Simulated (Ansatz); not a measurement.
Hypothetical zinc blende LaN: pressure series

Base system: LaN in the zinc blende structure (space group F-43m, No. 216; a = 5.546 Å; a hypothetical phase, not in the database extracts checked).

Cell and atoms are relaxed at each pressure.

All numbers come from PBEsol/PAW in Ansatz (an electronic-structure program), no spin-orbit coupling.

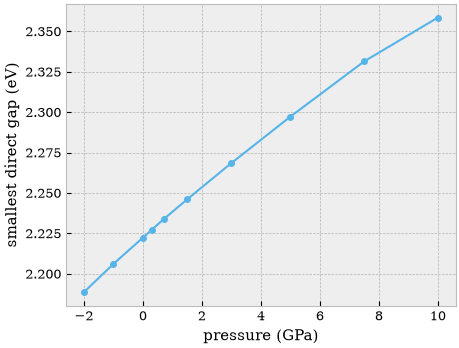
Fig. 1. Smallest direct gap against pressure

| pressure (GPa) | smallest direct gap |
|---|---|
| -2 | 2.19 eV |
| -1 | 2.21 eV |
| 0.3 | 2.23 eV |
| 0.7 | 2.23 eV |
| 1.5 | 2.25 eV |
| 3 | 2.27 eV |
| 5 | 2.30 eV |
| 7.5 | 2.33 eV |
| 10 | 2.36 eV |

Load acts through the strain it causes; cell and atoms are relaxed under it. No phonon test of stability was made. Competing high-pressure phases were not computed.
